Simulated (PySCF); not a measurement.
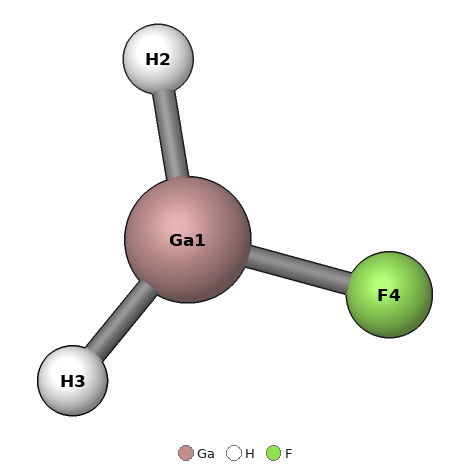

The computed structure is the end point of a PBE0-D3(BJ)/def2-SVP optimisation. No frequency run is at hand to confirm it as a minimum. Level of theory: PBE/pcJ-1 (pcSseg-1 on Ga) indirect spin-spin coupling, non-relativistic, gas phase (PySCF 2.14.0). Isotopes: 19F, 1H.

Give the spin–spin coupling constants of these pairs, with the number of bonds between them: H2/H3, H2/F4, H3/F4.

```
  pair  bonds apart  J (Hz)
H2, H3            2    89.3
H2, F4            2    34.7
H3, F4            2    34.3
```

Density functionals are unreliable for couplings to fluorine, so those rows may be far off.
